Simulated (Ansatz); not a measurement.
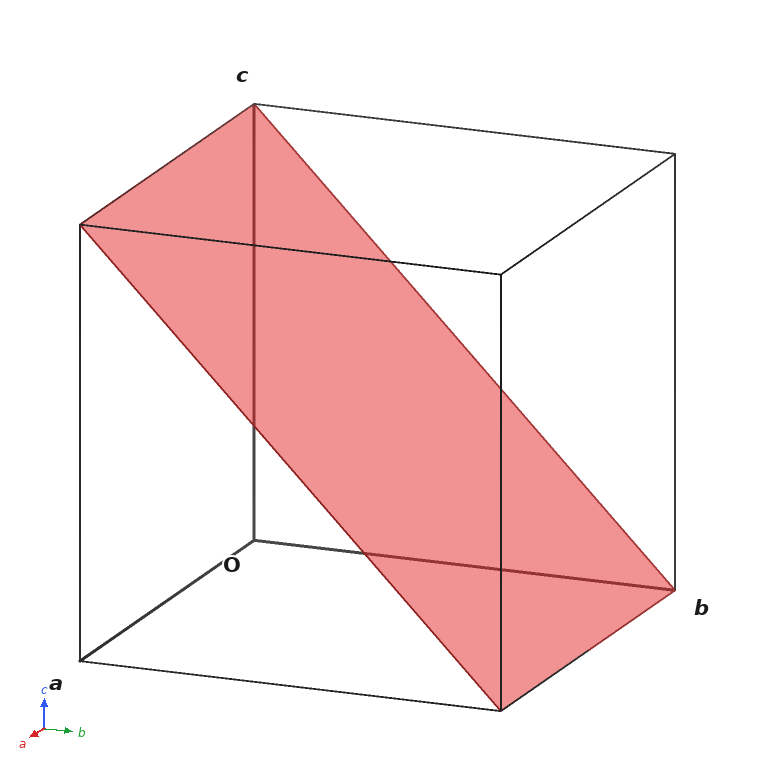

For NaY, coordinates from a relaxation with Ansatz, DFT PBEsol, scalar-relativistic, plane waves, PAW; the starting structure was generated, so it need not be a known form of this composition: every member of one family of equally spaced planes, hx + ky + lz = a whole number, that cuts the unit cell is shaded (one member passes through the origin O, touching the cell only at an edge or corner). Geometry calculated from the standardised cell; symmetry tolerance 0.002 Å.

a = 3.958 Å, b = 3.958 Å, c = 3.958 Å, α = 90.00°, β = 90.00°, γ = 90.00°.

Index the planes.

Answer. (0 1 1); the opposite sign names the same planes. The member next to the origin meets the axes a never, b at 1, c at 1.

What is the spacing?

Answer. d = 2.799 Å.
